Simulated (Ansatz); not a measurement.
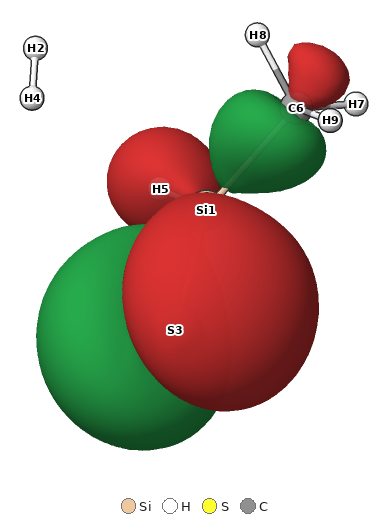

CH₄SSi···H₂. The HOMO at ±0.08 Å⁻³ᐟ² (green and red are the two phases), seen across its widest extent.

The product side of a reaction path; geometry: PBE0-D4/def2-TZVP.

Theory: RKS PBE0-D4/def2-TZVPP (Ansatz 0.2.0).

```yaml
atoms:
  - { symbol: Si, position_ang: [-0.6845, -0.1592, -0.7620] }
  - { symbol: H, position_ang: [0.0477, -1.5827, 2.0341] }
  - { symbol: S, position_ang: [-0.4437, -1.5445, -2.1020] }
  - { symbol: H, position_ang: [0.1112, -2.0185, 1.4295] }
  - { symbol: H, position_ang: [-1.9531, 0.0322, -0.0086] }
  - { symbol: C, position_ang: [0.5510, 1.1167, -0.2357] }
  - { symbol: H, position_ang: [0.1596, 2.1169, -0.4474] }
  - { symbol: H, position_ang: [0.7110, 1.0553, 0.8450] }
  - { symbol: H, position_ang: [1.5009, 0.9838, -0.7527] }
```

What is the character of this orbital?

Its weight (Hirshfeld) is mainly on S3 (about 80 %); largely a lone pair of S3. Its energy is −6.88 eV.
